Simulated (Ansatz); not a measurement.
H6NO4Ta···HF

The calculation's input:

```
crystal:
  periodic: [false, false, false]
  atoms:
    - { symbol: Ta, position_ang: [-0.199131, -0.193841, 0.120971] }
    - { symbol: "N", position_ang: [1.918559, -0.265829, 0.12675] }
    - { symbol: H, position_ang: [2.432516, -0.684814, 0.879119] }
    - { symbol: H, position_ang: [2.437504, -0.337321, -0.729256] }
    - { symbol: O, position_ang: [-0.000191, -0.601926, 1.981055] }
    - { symbol: H, position_ang: [0.437662, -0.717855, 2.802539] }
    - { symbol: O, position_ang: [0.018621, 0.148438, -1.731204] }
    - { symbol: H, position_ang: [0.339648, 0.236671, -2.608739] }
    - { symbol: O, position_ang: [-1.345178, 1.282598, 0.427328] }
    - { symbol: H, position_ang: [-1.207812, 2.180135, 0.686893] }
    - { symbol: O, position_ang: [-1.214498, -1.773431, -0.185981] }
    - { symbol: H, position_ang: [-1.541737, -2.365202, 0.473344] }
    - { symbol: F, position_ang: [1.204274, 2.532075, 0.789877] }
    - { symbol: H, position_ang: [1.867163, 1.926602, 0.620604] }
basis:
  gaussian: { orbitals: def2-SVP }
hamiltonian:
  xc: hf
relax:
  f_tol: 0.03
  max_steps: 50
output:
  orbitals: {}
```

Run with:

```sh
ansatz run input.yaml --threads 4 --pin off --max-ram 5120MiB --backend cpu --events-out ev --progress --plain --runs-dir out
```

The fields are those of the relaxed geometry.

Core potentials replace the inner electrons of Ta.

The calculation used RHF/def2-SVP (Ansatz).

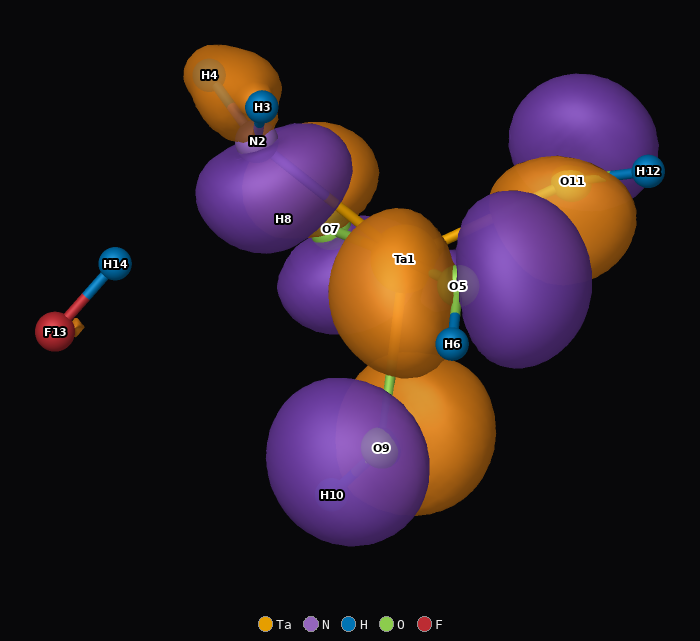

Figure 1. The HOMO−1 at ±0.1 Å⁻³ᐟ² (orange and purple are the two phases), seen from one side.

Where does this orbital lie, and at what energy?

Answer. By Hirshfeld shares it lies mainly on O5 (about 30 %), O9 (about 25 %), O11 (about 15 %), O7 (about 10 %), Ta1 (about 10 %) and N2 (about 5 %); largely a combination of lone pairs on O5, O9, O11, O7 and N2. Its energy is −13.07 eV.

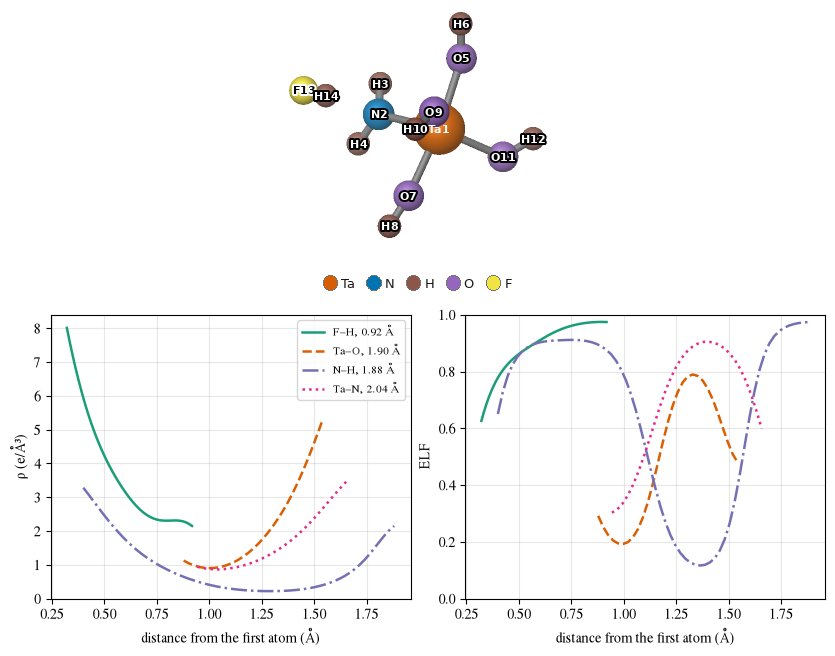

Figure 2. Electron density and electron localisation function along straight lines between neighbouring atoms. The curves leave out the atomic cores. The structure is drawn too.

Compare the contacts.

Answer. F–H (0.92 Å): ρ at the midpoint is about 4.8 e/Å³; the ELF climbs to about 1 towards the hydrogen, as it does in any bond to H; a covalent bond by its length.
Ta–O (1.90 Å): ρ at the midpoint is about 0.94 e/Å³; the ELF peaks at about 0.80 in the valence shell of O, 0.6 Å from its nucleus, and drops to about 0.20 between the two atoms.
N2···H14 (1.88 Å): the density falls to about 0.22 e/Å³ on the way; the ELF dips to about 0.10 between them (a closed-shell contact with the geometry of a hydrogen bond).
Ta–N (2.04 Å): ρ at the midpoint is about 0.87 e/Å³; the ELF peaks at about 0.90 in the valence shell of N, 0.6 Å from its nucleus, and is about 0.35 at the midpoint.

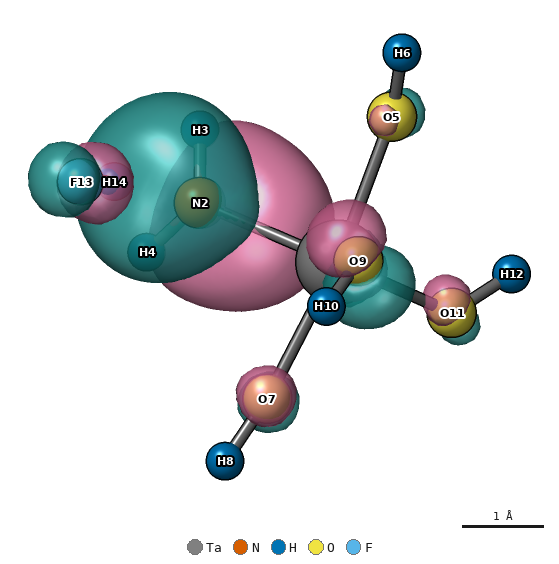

Figure 3. The HOMO at ±0.1 Å⁻³ᐟ² (teal and pink are the two phases), seen at a tilt.

What is the character of this orbital?

Answer. Its weight (Hirshfeld) is mainly on N2 (about 65 %). Its energy is −11.64 eV.
